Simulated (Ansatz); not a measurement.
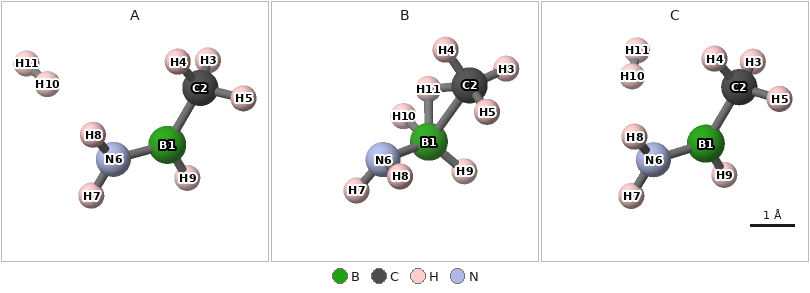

3 geometries from a converged minimum-energy path of CH8BN, made up at the start of CH$_{6}$BN and H$_{2}$, shuffled. A ball-and-stick model, seen at a tilt.

The calculation used Ansatz 0.2.0, RKS B3LYP-D4/6-31G*. Set-up: 5 movable images; climbing image; force threshold 0.03 eV/Å; iteration limit 60; starting path through a guess of the saddle point.

Question: One of them is the converged climbing image. Which?

Answer: B. In order along the path, whose images run from 0 to 6: A (image 0, 0.0 kcal/mol), C (image 1, +0.5 kcal/mol), B (image 3, +49.9 kcal/mol). Breaking: B1–C2 (1.58 → 1.77 at the top → 3.59 Å), H10–H11 (0.74 → 1.06 at the top → 3.20 Å). Forming: B1–H10 (3.27 → 1.30 at the top → 1.20 Å), C2–H11 (4.42 → 1.46 at the top → 1.09 Å).

Limits of the set-up: the start holds two separate molecules, 2.8 Å apart at their closest, whose relative position is a soft coordinate.

Cost: 120 s on 1 thread of Arm Neoverse V2, on a shared host, peak memory 0.12 GiB.
